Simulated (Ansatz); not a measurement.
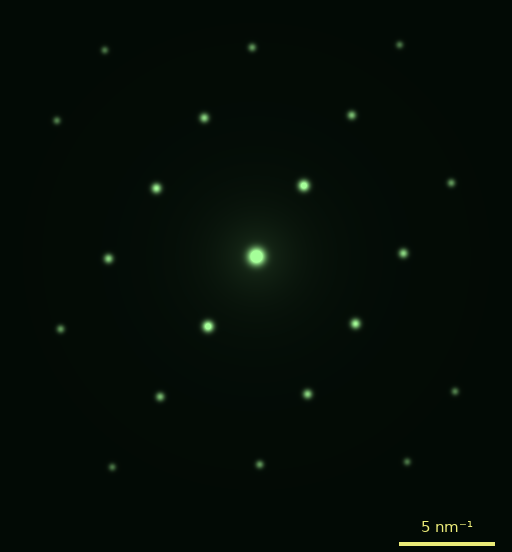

Kinematic zone-axis pattern, calculated for 200 keV electrons with B = 1 Å².

Phase: Mo, space group Im-3m (No. 229), a = 3.150 Å. Structure: the input geometry of an electronic-structure calculation (not necessarily at equilibrium).

**Measure the pattern against the scale bar and name the zone.**

The spots form a rectangular net whose two shortest vectors correspond to d = 2.23 Å and 1.58 Å, 90.0° apart. They index as 1 -1 0 and 0 0 2, so the zone axis is ±[110] (or an equivalent direction of <110>).

**List the strongest reflections.**

Strongest reflections with d > 0.80 Å, one of each family (|F|² from tabulated Gaussian fits of the electron scattering factors, times a small damping for the curvature of the Ewald sphere):

```tsv
hkl	d (Å)	I (strongest = 100)
1 -1 0	2.227	100
0 0 2	1.575	46
1 -1 2	1.286	26
2 -2 0	1.114	16
2 -2 2	0.909	7
```
